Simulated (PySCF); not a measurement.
# H₁₀O₇W (charge +2): what the fields show

The calculation's input:

```
mol = gto.M(atom='''
W      0.00000     0.00000    -0.00000
O      0.00000    -0.00000     1.79359
O     -0.00000     0.00000    -1.79359
O      2.17168    -0.05801    -0.00000
H      2.65815     0.25191     0.79945
H      2.65815     0.25191    -0.79945
O      0.72625     2.04746     0.00000
H      0.58183     2.60590     0.79945
H      0.58183     2.60590    -0.79945
O     -1.72283     1.32341     0.00000
H     -2.29856     1.35862     0.79945
H     -2.29856     1.35862    -0.79945
O     -1.79102    -1.22955    -0.00000
H     -2.00242    -1.76623     0.79945
H     -2.00242    -1.76623    -0.79945
O      0.61592    -2.08331    -0.00000
H      1.06100    -2.45021     0.79945
H      1.06100    -2.45021    -0.79945''',
    basis={'W': 'def2-SVP', 'O': 'def2-SVP', 'H': 'def2-SVP'},
    ecp={'W': 'def2-SVP'},
    charge=2, spin=0)
mf = dft.RKS(mol, xc='PBE')
mf.grids.atom_grid = (75, 302)  # f atoms: at least (60, 302), unpruned
mf = mf.density_fit()  # W def2-universal-JKFIT, O def2-universal-JKFIT, H def2-universal-JKFIT
mf.conv_tol = 1e-09; mf.max_cycle = 55
mf.kernel(dm0)
```

Launched as:

```sh
OMP_NUM_THREADS=4 python run.py
```

Core potentials replace the inner electrons of W.

Theory: RKS PBE, W def2-SVP with ECP60, O def2-SVP, H def2-SVP; non-relativistic Hamiltonian with scalar-relativistic core potentials where named; density fitting (PySCF).

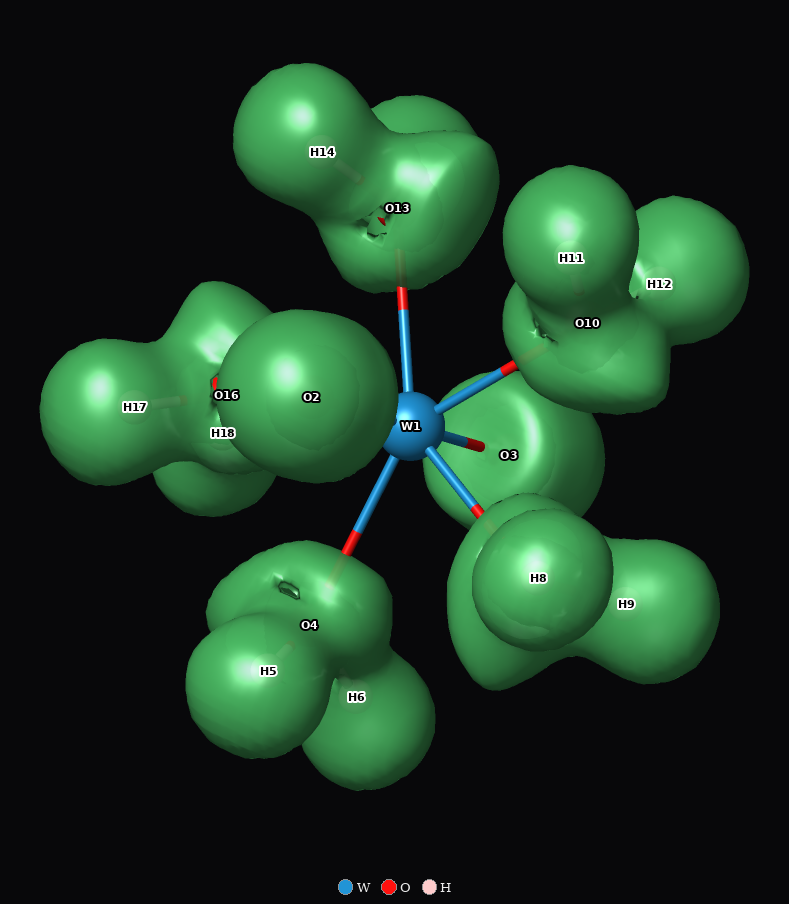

Figure 1. Isosurface of the ELF at 0.75 (green), seen at a tilt. Only the valence region is drawn (cores and ρ < 0.01 e/Å³ removed).

### Where are the electrons localised?

The ELF exceeds this value in two regions wrapped around O (the valence shell of each) and five joined regions spread over several atoms (H, O), in which their bonds and any lone pairs are merged.


W–O (1.79 Å): the ELF peaks at about 0.80 in the valence shell of O, 0.5 Å from its nucleus, and drops to about 0.30 between the two atoms. O–H (0.99 Å): the ELF climbs to about 1 towards the hydrogen, as it does in any bond to H; an ordinary covalent bond to hydrogen.

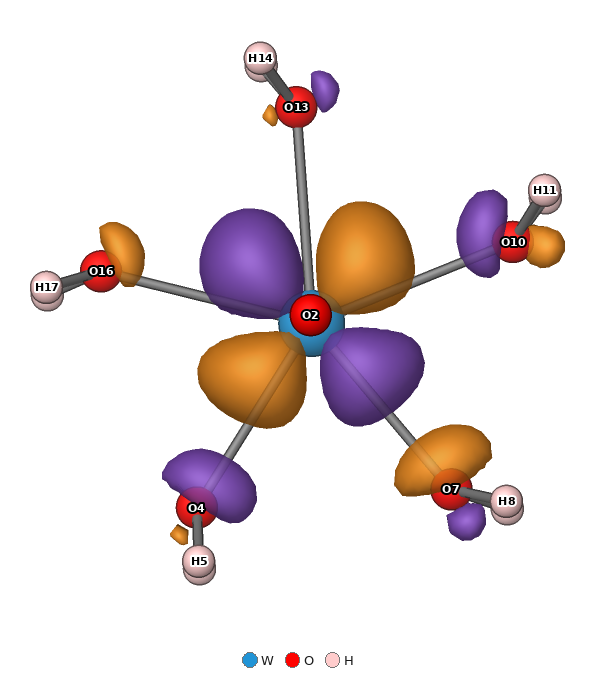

Figure 2. The LUMO at ±0.2 Å⁻³ᐟ² (orange and purple are the two phases), seen across its widest extent.

### Where does this orbital lie, and at what energy?

It lies mainly on W1 (about 70 %). It is one of a degenerate set, so its orientation is arbitrary. Its energy is −11.88 eV.

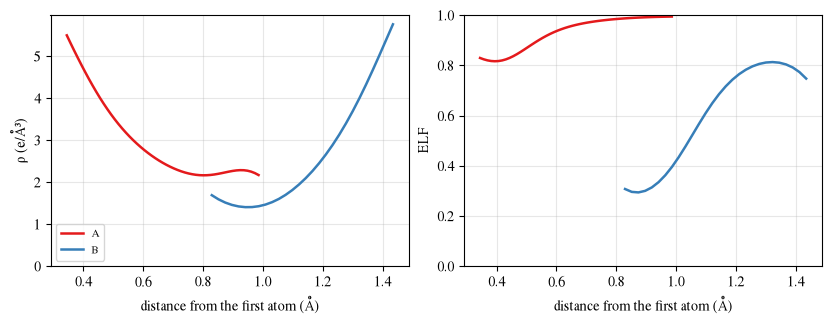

Figure 3. Electron density and ELF along straight lines between neighbouring atoms. The curves leave out the atomic cores.

### Which curve belongs to which contact (O–H and W–O)? The first atom named is at distance zero.

Curve A: O–H (0.99 Å): ρ at the midpoint is about 3.6 e/Å³; the ELF climbs to about 1 towards the hydrogen (a covalent bond by its length). Curve B: W–O (1.79 Å): ρ is about 1.5 e/Å³ halfway; the ELF peaks at about 0.80 in the valence shell of O, 0.5 Å from its nucleus, and drops to about 0.30 between the two atoms.
